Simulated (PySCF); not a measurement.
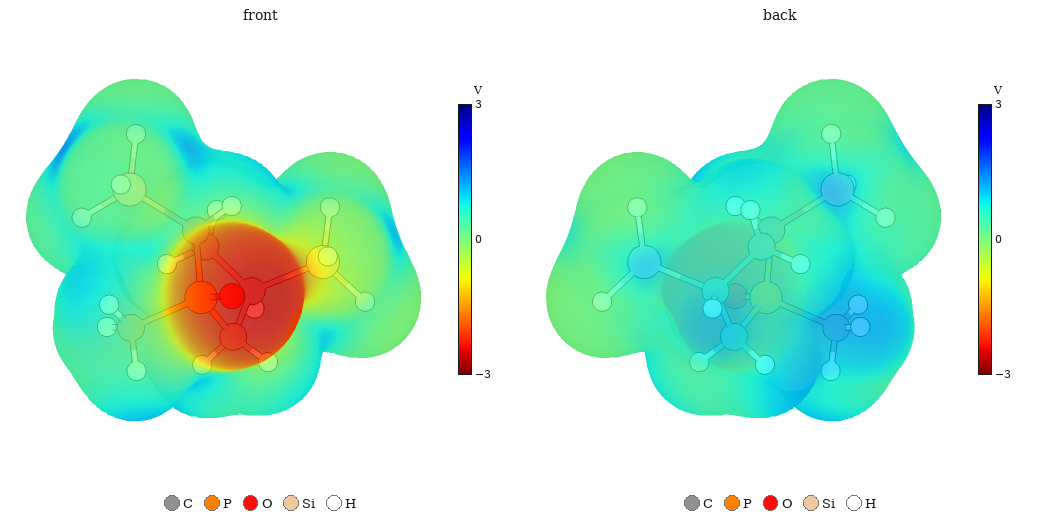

*C₅H₁₅OPSi₂. The molecular electrostatic potential painted on the density surface at 0.002 e/bohr³, seen from the front and from behind; red is negative and blue positive.*

Geometry: GFN2-xTB.

All numbers below come from PySCF, PBE0/pcSseg-1, SCF density, gas phase, non-relativistic.

```xyz
24

C    -2.4477   -0.8688    0.1585
P    -0.7588   -0.6043    0.8241
O    -0.7018   -0.7958    2.2800
C     0.3348   -1.6791   -0.2054
C     1.4055   -0.7223   -0.7271
Si    2.7778   -0.5082    0.5837
C     0.6846    0.5918   -1.0401
C    -0.0982    0.9921    0.2026
Si   -1.4063    2.3411   -0.0383
H    -2.5097   -0.6791   -0.9085
H    -2.7143   -1.9048    0.3673
H    -3.1330   -0.2177    0.6976
H     0.7413   -2.4878    0.4036
H    -0.2401   -2.1218   -1.0237
H     1.8422   -1.1201   -1.6508
H     3.5123    0.7202    0.2640
H     2.2398   -0.4424    1.9366
H     3.6566   -1.6745    0.4641
H    -0.0066    0.4376   -1.8763
H     1.3891    1.3724   -1.3352
H     0.5960    1.3206    0.9839
H    -0.7005    3.5919   -0.3245
H    -2.2266    2.4765    1.1630
H    -2.2481    2.0024   -1.1914
```

Which sites attract a positive test charge, and which a negative one?

A positive charge is drawn to the negative regions and a negative charge to the positive ones. The most negative region (about −2.4 V) lies over O3, the most positive (about +1.2 V) over C4, Si9, H10 and H19. O3 is the likeliest acceptor of a hydrogen bond.

What dipole moment does the calculation give?

Its dipole moment is 4.03 D.
